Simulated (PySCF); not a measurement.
**C2H7NSi (SMILES C=N[SiH2]C): BLYP/cc-pVDZ**

What is the vertical ionisation energy of C2H7NSi at BLYP/cc-pVDZ? 

Program for the calculation: PySCF 2.14.0.

## Step 1: The system as given

The species is C2H7NSi (11 atoms), meant as a singlet with charge 0. SMILES: `C=N[SiH2]C`. The shape is that of a PBE0-D4/def2-TZVP optimisation. This is one conformer, not always the lowest.

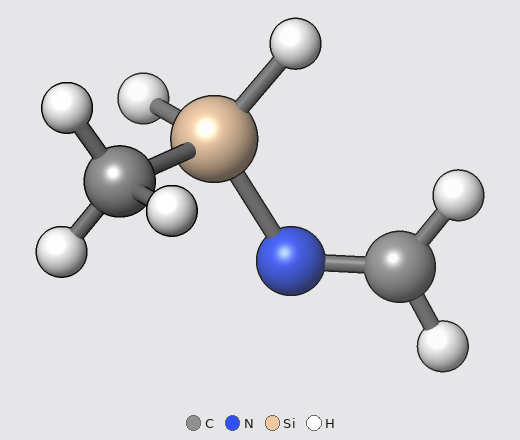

Viewed from a chosen angle; carbon grey, nitrogen blue, silicon light orange, hydrogen white.

## Step 2: A single-point energy at BLYP/cc-pVDZ

File run.py:

```python
# C=N[SiH2]C
from pyscf import gto, dft

mol = gto.M(
    atom='''
C     -0.763200     2.027200     0.389900
N     -0.749500     1.001600    -0.336400
Si    -0.379200    -0.602800     0.247400
C      1.068600    -1.271000    -0.713200
H     -0.997700     3.009000    -0.039500
H     -0.550300     2.023600     1.471900
H     -0.075100    -0.581600     1.713400
H     -1.590400    -1.434700     0.023400
H      0.849500    -1.270200    -1.783000
H      1.292800    -2.296000    -0.407900
H      1.959900    -0.662200    -0.545500
''',
    charge=0,
    verbose=4,
    basis='cc-pvdz',
    max_memory=1860,
)

mf = dft.RKS(mol, xc='blyp')
mf.conv_tol = 1e-10
mf.grids.level = 2
mf.kernel()
if not mf.converged:
    mf = mf.newton().run(mf.mo_coeff, mf.mo_occ)

etot = mf.e_tot
print('Final energy', etot)
```

The run is started by

```sh
$ OMP_NUM_THREADS=1 python run.py
```

Standard output:

```text
PySCF version 2.14.0

[INPUT] num. atoms = 11
[INPUT] num. electrons = 40
[INPUT] charge = 0
[INPUT] spin (= nelec alpha-beta = 2S) = 0
[INPUT] symmetry False subgroup None
[INPUT] Mole.unit = angstrom
[INPUT] Symbol           X                Y                Z      unit          X                Y                Z       unit  Magmom
[INPUT]  1 C     -0.763200000000   2.027200000000   0.389900000000 AA   -1.442238978268   3.830852799718   0.736804215968 Bohr   0.0
[INPUT]  2 N     -0.749500000000   1.001600000000  -0.336400000000 AA   -1.416349730362   1.892749686364  -0.635703868304 Bohr   0.0
[INPUT]  3 Si    -0.379200000000  -0.602800000000   0.247400000000 AA   -0.716584146435  -1.139126907888   0.467518243217 Bohr   0.0
[INPUT]  4 C      1.068600000000  -1.271000000000  -0.713200000000 AA    2.019361336710  -2.401841904322  -1.347752672040 Bohr   0.0
[INPUT]  5 H     -0.997700000000   3.009000000000  -0.039500000000 AA   -1.885379754479   5.686185908816  -0.074644181920 Bohr   0.0
[INPUT]  6 H     -0.550300000000   2.023600000000   1.471900000000 AA   -1.039916286348   3.824049785670   2.781487882747 Bohr   0.0
[INPUT]  7 H     -0.075100000000  -0.581600000000   1.713400000000 AA   -0.141918431955  -1.099064714047   3.237856741830 Bohr   0.0
[INPUT]  8 H     -1.590400000000  -1.434700000000   0.023400000000 AA   -3.005420428508  -2.711190070913   0.044219591315 Bohr   0.0
[INPUT]  9 H      0.849500000000  -1.270200000000  -1.783000000000 AA    1.605322342818  -2.400330123423  -3.369381680100 Bohr   0.0
[INPUT] 10 H      1.292800000000  -2.296000000000  -0.407900000000 AA    2.443037933838  -4.338811182001  -0.770819286210 Bohr   0.0
[INPUT] 11 H      1.959900000000  -0.662200000000  -0.545500000000 AA    3.703674231535  -1.251376639687  -1.030845600950 Bohr   0.0

nuclear repulsion = 159.522872114083
number of shells = 41
number of NR pGTOs = 168
number of NR cGTOs = 95
basis = cc-pvdz
ecp = {}

******** <class 'pyscf.dft.rks.RKS'> ********
method = RKS
initial guess = minao
damping factor = 0
level_shift factor = 0
DIIS = <class 'pyscf.scf.diis.CDIIS'>
diis_start_cycle = 1
diis_space = 8
diis_damp = 0
SCF conv_tol = 1e-10
SCF conv_tol_grad = None
SCF max_cycles = 50
direct_scf = True
direct_scf_tol = 1e-13
XC library pyscf.dft.libxc version 7.0.0
    S. Lehtola, C. Steigemann, M. J.T. Oliveira, and M. A.L. Marques.,  SoftwareX 7, 1–5 (2018)
XC functionals = blyp
    A. D. Becke.,  Phys. Rev. A 38, 3098 (1988)
    C. Lee, W. Yang, and R. G. Parr.,  Phys. Rev. B 37, 785 (1988)
    B. Miehlich, A. Savin, H. Stoll, and H. Preuss.,  Chem. Phys. Lett. 157, 200 (1989)
radial grids:
    Treutler-Ahlrichs [JCP 102, 346 (1995); DOI:10.1063/1.469408] (M4) radial grids

becke partition: Becke, JCP 88, 2547 (1988); DOI:10.1063/1.454033
pruning grids: <function nwchem_prune>
grids dens level: 2
symmetrized grids: False
atomic radii adjust function: <function treutler_atomic_radii_adjust>
small_rho_cutoff = 0
Set gradient conv threshold to 1e-05
Initial guess from minao.
tot grids = 82944
init E= -424.685952222343
  HOMO = -0.279926291922574  LUMO = -0.112744128739662  gap/eV = 4.54926
cycle= 1 E= -424.483743931351  delta_E= 0.202  |g|= 0.61  |ddm|= 2.88
  HOMO = -0.0887287151057583  LUMO = 0.015663086576549  gap/eV = 2.84065
cycle= 2 E= -424.164597659293  delta_E= 0.319  |g|= 1.25  |ddm|= 1.99
  HOMO = -0.202510762134322  LUMO = -0.0472487485415862  gap/eV = 4.22489
cycle= 3 E= -424.557852043541  delta_E= -0.393  |g|= 0.295  |ddm|= 1.54
  HOMO = -0.193834774427317  LUMO = -0.0547712738284964  gap/eV = 3.78411
cycle= 4 E= -424.579078141144  delta_E= -0.0212  |g|= 0.0484  |ddm|= 0.241
  HOMO = -0.195341335250216  LUMO = -0.0545284303043312  gap/eV = 3.83171
cycle= 5 E= -424.57971067786  delta_E= -0.000633  |g|= 0.0132  |ddm|= 0.0642
  HOMO = -0.194277883805612  LUMO = -0.0536625470148313  gap/eV = 3.82634
cycle= 6 E= -424.579766070321  delta_E= -5.54e-05  |g|= 0.00452  |ddm|= 0.018
  HOMO = -0.194609602929901  LUMO = -0.0541332267295718  gap/eV = 3.82256
cycle= 7 E= -424.579771602835  delta_E= -5.53e-06  |g|= 0.00106  |ddm|= 0.00571
  HOMO = -0.194499949306215  LUMO = -0.0539993260767009  gap/eV = 3.82322
cycle= 8 E= -424.579771954664  delta_E= -3.52e-07  |g|= 0.000135  |ddm|= 0.00126
  HOMO = -0.194515729988209  LUMO = -0.0540160970188395  gap/eV = 3.82319
cycle= 9 E= -424.579771960194  delta_E= -5.53e-09  |g|= 3.27e-05  |ddm|= 0.000193
  HOMO = -0.194514541480799  LUMO = -0.0540149516022019  gap/eV = 3.82319
cycle= 10 E= -424.579771960543  delta_E= -3.49e-10  |g|= 7.76e-06  |ddm|= 4.67e-05
  HOMO = -0.194515393572284  LUMO = -0.0540157760630335  gap/eV = 3.82319
cycle= 11 E= -424.579771960556  delta_E= -1.35e-11  |g|= 1.29e-06  |ddm|= 1.12e-05
  HOMO = -0.194515052993359  LUMO = -0.0540153478724683  gap/eV = 3.82319
Extra cycle  E= -424.579771960565  delta_E= -8.87e-12  |g|= 1.55e-06  |ddm|= 3.36e-06
converged SCF energy = -424.579771960565
Final energy -424.579771960565
```

It took 8.7 s on 1 thread of Arm Neoverse V1, shared host; peak memory 0.46 GiB.

## Step 3: The doublet cation, same level

File input.py:

```python
from pyscf import gto, dft

molecule = gto.Mole()
molecule.atom = '''
C     -0.763200     2.027200     0.389900
N     -0.749500     1.001600    -0.336400
Si    -0.379200    -0.602800     0.247400
C      1.068600    -1.271000    -0.713200
H     -0.997700     3.009000    -0.039500
H     -0.550300     2.023600     1.471900
H     -0.075100    -0.581600     1.713400
H     -1.590400    -1.434700     0.023400
H      0.849500    -1.270200    -1.783000
H      1.292800    -2.296000    -0.407900
H      1.959900    -0.662200    -0.545500
'''
molecule.charge = 1
molecule.basis = 'cc-pvdz'
molecule.max_memory = 1860
molecule.spin = 1
molecule.verbose = 3
molecule.build()

mf = dft.UKS(molecule)
mf.xc = 'blyp'
mf.conv_tol = 1e-10
mf.grids.level = 2
mf.kernel()
if not mf.converged:
    mf = mf.newton().run(mf.mo_coeff, mf.mo_occ)

etot = mf.e_tot
print('E(%s) = %.9f' % ('BLYP', etot))
```

The run is started by

```sh
$ OMP_NUM_THREADS=1 python input.py
```

Standard output:

```text
WARN: HOMO -0.279926291922576 >= LUMO -0.279926291922575

converged SCF energy = -424.255072380546  <S^2> = 0.75570866  2S+1 = 2.0057005
E(BLYP) = -424.255072381
```

Wall time 18 s (1 thread of Arm Neoverse V1, shared host); peak memory 0.45 GiB.

## Step 4: Summary of results

At BLYP/cc-pVDZ:

```
                                          quantity          value
                     singlet C2H7NSi: total energy  -424.57977 Eh
                    singlet C2H7NSi: dipole moment         0.92 D
                      singlet C2H7NSi: HOMO energy       -5.29 eV
                      singlet C2H7NSi: LUMO energy       -1.47 eV
                    singlet C2H7NSi: HOMO–LUMO gap        3.82 eV
                      doublet cation: total energy  -424.25507 Eh
doublet cation: HOMO energy (highest over α and β)      -12.64 eV
 doublet cation: LUMO energy (lowest over α and β)      -12.25 eV
                              doublet cation: ⟨S²⟩          0.756
vertical ionisation energy (to the doublet cation)       8.836 eV
```

**Reading.** Removing an electron at fixed nuclei costs 8.84 eV (204 kcal/mol). −ε(HOMO) before ionisation, 5.29 eV, is 3.54 eV below this ionisation energy. Mulliken charges (singlet C2H7NSi) run from -0.21 on N2 to +0.33 on Si3; they depend strongly on the basis.
